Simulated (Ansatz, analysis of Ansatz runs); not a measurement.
# Migration in Be3N2 (P6_3/mmc): V_Be hop (2.3 Å), charge −2, part 2 of 4

Wanted: path and barrier of a jump of Be in Be3N2 (P6_3/mmc) at charge −2. The case: V_Be hop (2.3 Å), in a cell of 120 host atoms with 1 Be taken out.

Ansatz 0.2.0; plane-wave PAW DFT, PBEsol; nudged elastic band between two relaxed defect structures at fixed charge in a uniform background.

So far: Starting point; Relaxation of the start point, charge −2.

### 3. Relaxation of the end point, charge −2

Level of this step: plane-wave PAW DFT, PBEsol; relaxation of all atoms of a defect supercell at fixed charge in a uniform background (Ansatz).

The end point is relaxed in the same cell and settings, so that the two energies compare. Atoms more than 3.2 Å from the middle of the hop start where the first relaxation left them, the nearer ones on or close to their ideal places, with small random displacements.

File qm2.end/input.yaml:

```yaml
crystal:
  lattice:
    - [8.51188336, 4.91433815, 0.0]
    - [-8.51188336, 4.91433815, 0.0]
    - [0.0, 0.0, 9.71005664]
  atoms:
    - { symbol: Be, position: [0.00558392, 0.33599203, 0.07665761] }
    - { symbol: Be, position: [0.16919404, 0.17193169, 0.07666696] }
    - { symbol: Be, position: [0.3361952, -0.00298422, 0.07666046] }
    - { symbol: Be, position: [0.00243038, 0.16879304, 0.57692308] }
    - { symbol: Be, position: [0.16631923, -0.00044744, 0.57863011] }
    - { symbol: Be, position: [0.33333333, 0.33333333, 0.57824696] }
    - { symbol: Be, position: [-0.00070357, 0.16591992, 0.92088651] }
    - { symbol: Be, position: [0.16683111, -0.00010127, 0.92270248] }
    - { symbol: Be, position: [0.33920059, 0.34043207, 0.91816118] }
    - { symbol: Be, position: [-0.00250575, 0.33421009, 0.42127031] }
    - { symbol: Be, position: [0.16798037, 0.16409959, 0.42128578] }
    - { symbol: Be, position: [0.32977778, -0.00105963, 0.4212122] }
    - { symbol: Be, position: [0.00138052, 0.00149324, 0.24584799] }
    - { symbol: Be, position: [0.16938545, 0.33587528, 0.26796385] }
    - { symbol: Be, position: [0.33366818, 0.1651596, 0.24407632] }
    - { symbol: Be, position: [-0.00125193, -0.0012051, 0.74871902] }
    - { symbol: Be, position: [0.16666667, 0.33333333, 0.75] }
    - { symbol: Be, position: [0.33350949, 0.16762471, 0.74684149] }
    - { symbol: "N", position: [-0.0001288, 0.0003325, -0.00052997] }
    - { symbol: "N", position: [0.16847642, 0.33494045, -0.00434532] }
    - { symbol: "N", position: [0.3339407, 0.16658273, 0.00025096] }
    - { symbol: "N", position: [0.00352881, 0.00222009, 0.49965507] }
    - { symbol: "N", position: [0.16586406, 0.33237335, 0.49482028] }
    - { symbol: "N", position: [0.33232568, 0.16300573, 0.50043822] }
    - { symbol: "N", position: [0.00145666, 0.33478871, 0.24898882] }
    - { symbol: "N", position: [0.16831767, 0.16794498, 0.24900719] }
    - { symbol: "N", position: [0.33319603, -0.0017362, 0.24897486] }
    - { symbol: "N", position: [0.00024622, 0.16674717, 0.74899403] }
    - { symbol: "N", position: [0.16659413, -0.00022493, 0.75056372] }
    - { symbol: "N", position: [0.33333333, 0.33333333, 0.75] }
    - { symbol: Be, position: [-0.00541241, 0.83061263, 0.07657538] }
    - { symbol: Be, position: [0.16802195, 0.66653956, 0.0783324] }
    - { symbol: Be, position: [0.33437491, 0.50049594, 0.08291893] }
    - { symbol: Be, position: [-0.00260231, 0.66640795, 0.57697541] }
    - { symbol: Be, position: [0.16666667, 0.5, 0.57824696] }
    - { symbol: Be, position: [0.33254262, 0.83203874, 0.57422881] }
    - { symbol: Be, position: [0.0004976, 0.66639286, 0.92095037] }
    - { symbol: Be, position: [0.17427594, 0.5057895, 0.91818952] }
    - { symbol: Be, position: [0.33467113, 0.82690243, 0.91810203] }
    - { symbol: Be, position: [0.00244, 0.83655035, 0.42118604] }
    - { symbol: Be, position: [0.16383481, 0.66662844, 0.42088904] }
    - { symbol: Be, position: [0.33333333, 0.5, 0.42175304] }
    - { symbol: Be, position: [-0.00129528, 0.50015029, 0.24508247] }
    - { symbol: Be, position: [0.16506125, 0.83290442, 0.24508757] }
    - { symbol: Be, position: [0.33177342, 0.6665232, 0.25563634] }
    - { symbol: Be, position: [0.00114844, 0.50001298, 0.74790376] }
    - { symbol: Be, position: [0.16758787, 0.83290682, 0.74791715] }
    - { symbol: Be, position: [0.33333333, 0.66666667, 0.75] }
    - { symbol: "N", position: [0.00010739, 0.50046027, -0.0001294] }
    - { symbol: "N", position: [0.16616654, 0.83250671, -0.00024475] }
    - { symbol: "N", position: [0.33237931, 0.66645052, 0.00604713] }
    - { symbol: "N", position: [-0.0034836, 0.4988232, 0.50003892] }
    - { symbol: "N", position: [0.16411665, 0.83421792, 0.49995591] }
    - { symbol: "N", position: [0.33333333, 0.66666667, 0.5] }
    - { symbol: "N", position: [-0.00134693, 0.83339384, 0.24891617] }
    - { symbol: "N", position: [0.1641698, 0.66655321, 0.2492386] }
    - { symbol: "N", position: [0.33485959, 0.50135081, 0.25516656] }
    - { symbol: "N", position: [-0.00041252, 0.66642913, 0.74905724] }
    - { symbol: "N", position: [0.16666667, 0.5, 0.75] }
    - { symbol: "N", position: [0.33347685, 0.83191054, 0.74637256] }
    - { symbol: Be, position: [0.50020649, 0.33494031, 0.07840939] }
    - { symbol: Be, position: [0.66391252, 0.16099452, 0.07658413] }
    - { symbol: Be, position: [0.83235032, -0.00132011, 0.07826731] }
    - { symbol: Be, position: [0.50004592, 0.16373382, 0.57699269] }
    - { symbol: Be, position: [0.66741989, -0.00035394, 0.57432888] }
    - { symbol: Be, position: [0.83325379, 0.33312329, 0.5786319] }
    - { symbol: Be, position: [0.49977328, 0.1671962, 0.9209839] }
    - { symbol: Be, position: [0.66513704, -0.007945, 0.91814055] }
    - { symbol: Be, position: [0.83322373, 0.33308216, 0.92270306] }
    - { symbol: Be, position: [0.49999889, 0.32981386, 0.42081061] }
    - { symbol: Be, position: [0.67033347, 0.16909468, 0.42117042] }
    - { symbol: Be, position: [0.83592559, 0.00256274, 0.42089942] }
    - { symbol: Be, position: [0.50003367, -0.00283093, 0.26827165] }
    - { symbol: Be, position: [0.66642371, 0.33151238, 0.24490413] }
    - { symbol: Be, position: [0.83500708, 0.16785555, 0.2449994] }
    - { symbol: Be, position: [0.49995766, -0.00136854, 0.75259849] }
    - { symbol: Be, position: [0.66638808, 0.33407871, 0.74769007] }
    - { symbol: Be, position: [0.83230345, 0.16527763, 0.74786678] }
    - { symbol: "N", position: [0.49996795, -0.00204466, -0.00452295] }
    - { symbol: "N", position: [0.66603513, 0.33267604, -0.00017934] }
    - { symbol: "N", position: [0.83384409, 0.16637451, -0.00020664] }
    - { symbol: "N", position: [0.49999376, 0.00060996, 0.49459553] }
    - { symbol: "N", position: [0.6677136, 0.33061, 0.50004094] }
    - { symbol: "N", position: [0.83572583, 0.17003883, 0.49997709] }
    - { symbol: "N", position: [0.50007171, 0.33057378, 0.24921675] }
    - { symbol: "N", position: [0.66691413, 0.16511336, 0.24891866] }
    - { symbol: "N", position: [0.83589147, 0.00237206, 0.24922123] }
    - { symbol: "N", position: [0.49992933, 0.16609543, 0.74907752] }
    - { symbol: "N", position: [0.66638786, -0.00162834, 0.74643601] }
    - { symbol: "N", position: [0.83326018, 0.33311052, 0.75056515] }
    - { symbol: Be, position: [0.49989187, 0.83264592, 0.08278813] }
    - { symbol: Be, position: [0.6657266, 0.66601142, 0.08287308] }
    - { symbol: Be, position: [0.83070647, 0.50263871, 0.07666042] }
    - { symbol: Be, position: [0.66666667, 0.5, 0.57824696] }
    - { symbol: Be, position: [0.83333333, 0.83333333, 0.57824696] }
    - { symbol: Be, position: [0.5, 0.66666667, 0.92175304] }
    - { symbol: Be, position: [0.66063364, 0.5012476, 0.91809812] }
    - { symbol: Be, position: [0.82536017, 0.83129863, 0.9181681] }
    - { symbol: Be, position: [0.5002055, 0.81827165, 0.43211989] }
    - { symbol: Be, position: [0.66666667, 0.66666667, 0.42175304] }
    - { symbol: Be, position: [0.83229757, 0.49638731, 0.42124063] }
    - { symbol: Be, position: [0.50003773, 0.49813734, 0.2577845] }
    - { symbol: Be, position: [0.668229, 0.83471345, 0.25448295] }
    - { symbol: Be, position: [0.8306876, 0.66652435, 0.26759445] }
    - { symbol: Be, position: [0.5, 0.666667, 0.578486] }
    - { symbol: Be, position: [0.66666667, 0.83333333, 0.75] }
    - { symbol: Be, position: [0.83333333, 0.66666667, 0.75] }
    - { symbol: "N", position: [0.49996217, 0.49881397, 0.00558281] }
    - { symbol: "N", position: [0.66758534, 0.83407356, 0.00627029] }
    - { symbol: "N", position: [0.83143792, 0.66643204, -0.00429479] }
    - { symbol: "N", position: [0.5, 0.5, 0.5] }
    - { symbol: "N", position: [0.66666667, 0.83333333, 0.5] }
    - { symbol: "N", position: [0.8341, 0.6665048, 0.49492315] }
    - { symbol: "N", position: [0.50006306, 0.83175292, 0.25507761] }
    - { symbol: "N", position: [0.66527278, 0.66655265, 0.25510279] }
    - { symbol: "N", position: [0.83179507, 0.49967812, 0.24899012] }
    - { symbol: "N", position: [0.5, 0.66666667, 0.75] }
    - { symbol: "N", position: [0.66666667, 0.5, 0.75] }
    - { symbol: "N", position: [0.83333333, 0.83333333, 0.75] }
total_charge: -2
basis:
  ecutwfc: 420
  xc_grid: 2
hamiltonian:
  xc: pbesol
kpoints:
  mp_grid: { grid: [1, 1, 1], shift: [0.25, 0.25, 0.25] }
scf:
  occupations: { method: fixed }
  max_iter: 150
output:
  forces: true
relax:
  f_tol: 0.02
  max_steps: 70
  random_displacement: { amplitude: 0.01, seed: 5953 }
```

On the command line:

```
$ ansatz run input.yaml --threads 4 --pin off --max-ram 14131MiB --backend cpu --events-out ev --progress --plain --runs-dir out
```

Numbers of over 12 decimals in the logs are rounded to 6 here.

What it wrote:

```text
[...]
Crystal: 119 atoms, lattice volume = 812.349 Å³
Basis set: ecut = 420 eV, 15933 PW (Γ), exchange–correlation on 144×144×144 points (8 copies of the dense FFT grid, shifted against one another)
Bands: 311, of which v1, the nominal top of the filled ones, is band 192 counted from 1 (191 counted from 0)
Symmetry: 1 space group operations
k-points: 1
[...]
SCF iter   1: F=—  HF=-24692.791372 eV  |F-HF|=—  |Δ(HF+E_count)|=         —  Δρ=1.68e-2  dr2=3.29e0  ethr=1.77e-3  ⟨swp⟩=6.0  Hψ=1291  notcnv=0  defer=116
[...]
SCF iter   7: F=-24691.836975 eV  HF=-24691.836978 eV  |F-HF|=2.95e-6  |Δ(HF+E_count)|=   3.56e-6  Δρ=2.49e-5  dr2=4.35e-6  ethr=2.60e-9  ⟨swp⟩=5.0  Hψ=789  notcnv=0
SCF 1 converged in 7 iterations: F = -24691.836975 eV  dr2 = 4.35e-6
[...]
--- Relaxed structure (5 steps of the walk, 5 accepted, 0 SCFs on fresh bases) ---
  F+E_penalty+E_count = -24693.50974335 eV   max|allowed force component| = 6.456e-3 eV/Å
  atoms:
    - { symbol: Be, position: [0.000180, 0.334247, 0.077666] }
    - { symbol: Be, position: [0.171516, 0.171448, 0.075967] }
    [... 3 atoms left out ...]
    - { symbol: Be, position: [0.344744, 0.344488, 0.588827] }
    [... 23 atoms left out ...]
    - { symbol: N, position: [0.324171, 0.323804, 0.749882] }
    [... 17 atoms left out ...]
    - { symbol: Be, position: [0.335211, 0.668148, 0.749531] }
    [... 45 atoms left out ...]
    - { symbol: Be, position: [0.655442, 0.499764, 0.588741] }
    [... 1 atom left out ...]
    - { symbol: Be, position: [0.499999, 0.655041, 0.911115] }
    [... 8 atoms left out ...]
    - { symbol: Be, position: [0.500087, 0.654860, 0.588996] }
    - { symbol: Be, position: [0.664874, 0.832943, 0.749569] }
    [... 4 atoms left out ...]
    - { symbol: N, position: [0.500105, 0.499749, 0.495522] }
    [... 5 atoms left out ...]
    - { symbol: N, position: [0.500012, 0.675467, 0.750036] }
    - { symbol: N, position: [0.675872, 0.499642, 0.749813] }
    [... 1 atom left out ...]
[key lines of the parts left out:]
SCF converged after 3 iterations
Free energy (F): -24693.509743 eV
Fermi energy:    8.583592 eV
```

Run time: 36 s. Hardware: 4 threads of Arm Neoverse V2, shared host; peak memory 1.5 GiB.

Step by step:

| step | energy less that of the first step (eV) | largest force component (eV/Å) |
| --- | --- | --- |
| 1 | 0.0000 | 2.2240 |
| 2 | -1.1644 | 1.2591 |
| 3 | -1.6654 | 0.1101 |
| 4 | -1.6728 | 0.0064 |
| 5 | -1.6728 | 0.0065 |

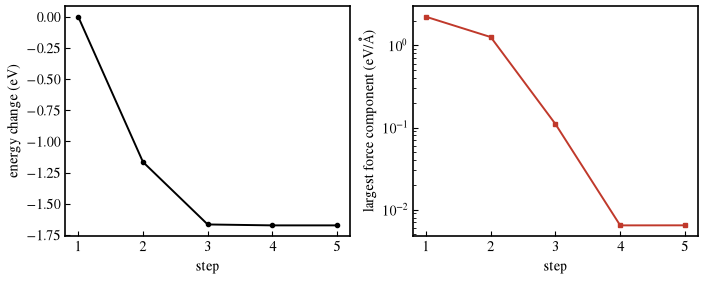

Energy and largest force along the relaxation.

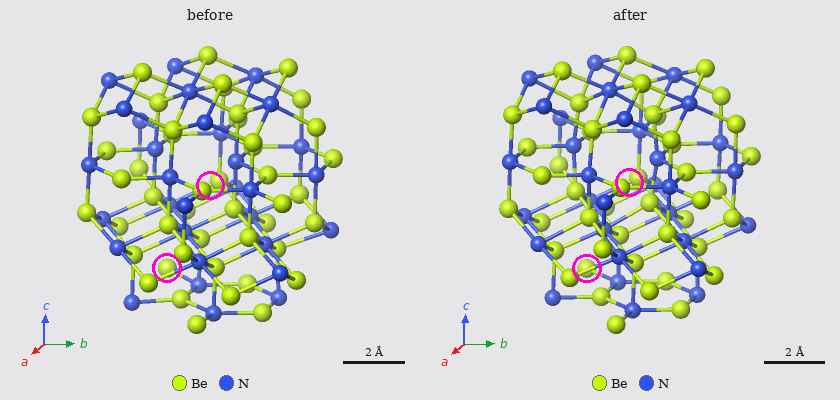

Before and after: the atoms that start within 5 Å of the centre. Be14, which moves most, is ringed if it is among them. A ring with no atom in it marks the empty centre.

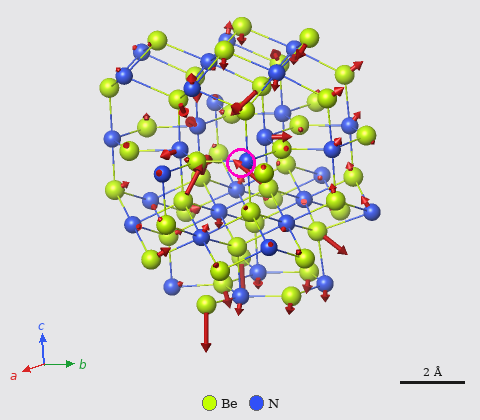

Displacements in the relaxation from the typed sites near the centre, exaggerated; the longest in the cell stands for 0.17 Å. A ring marks the centre wherever it is empty.

The atoms that moved most (Å, from the sites as typed, ahead of the random displacement):

| atom | dx | dy | dz | length |
| --- | --- | --- | --- | --- |
| Be14 | -0.007 | -0.026 | -0.167 | 0.169 |
| Be104 | 0.019 | 0.019 | -0.164 | 0.166 |
| Be73 | -0.004 | 0.003 | -0.165 | 0.165 |
| Be105 | 0.101 | -0.058 | 0.103 | 0.155 |
| Be96 | 0.099 | -0.058 | -0.103 | 0.154 |
| Be6 | 0.002 | 0.110 | 0.103 | 0.151 |
| Be94 | -0.094 | -0.057 | 0.102 | 0.150 |
| Be99 | -0.083 | 0.047 | -0.081 | 0.125 |

Neighbours of Be105 at the end:

| atom | distance (Å) |
| --- | --- |
| N117 | 1.577 |
| N111 | 1.774 |
| N112 | 1.922 |
| N54 | 1.922 |
| Be42 | 2.263 |
| Be100 | 2.264 |
| Be106 | 2.298 |
| Be48 | 2.299 |
| Be99 | 2.339 |

This step gave:

```
free energy                                                                                       : -24693.5097 eV
r.m.s. move of the farther half of the atoms                                                      : 0.01790 Å
largest move from the ideal geometry of this structure, a common shift of the far atoms taken out : 0.1554 Å
```

The relaxation gained 1.673 eV and ended with a largest force component of 0.0065 eV/Å. The end lies 2.495 eV above the start.

(Part 2 of 4 ends here.)

[Logs are printed without paths, hosts, clocks, repeated set-up lines and the standing remarks that a program may print on its own settings, such as how far it seeks lower states.]

[Hosts, paths, dates, database ids (printed as entryN), source tags and the programs' standing remarks are cut or masked in the printed files.]
